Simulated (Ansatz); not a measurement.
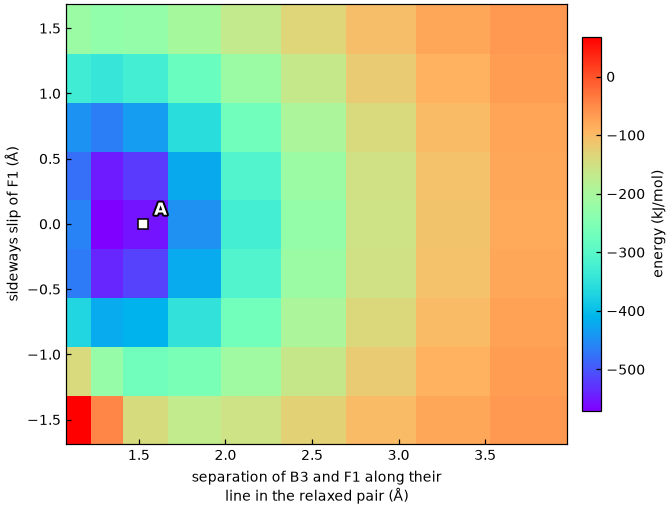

BCl3F, charge −1. 
- First axis: separation of B3 and F1 along their line in the relaxed pair. Second axis: sideways slip of F1.
- Nothing is relaxed (both partners rigid).
- Grid: 9 × 9 points.
- Points are written as (first, second).
- All energies are given in kJ/mol relative to the ion and the molecule far apart, frozen as in the relaxed pair, each in its own basis (no counterpoise correction).
- Energies and slopes of some neighbouring points disagree (a jump in structure or state, or too coarse a mesh).
- The calculation used RKS PBE0-D4/def2-SVPD in Ansatz 0.2.0.

Drawn: one coloured cell a grid point, the point A.

Q: Is A at rest? If not, where is it pushed?

A: A, at (1.526 Å, 0.000 Å), is not a stationary point. The computed force is 300 kJ/mol for each Å towards smaller values of the first coordinate and nearly zero along sideways slip of F1.
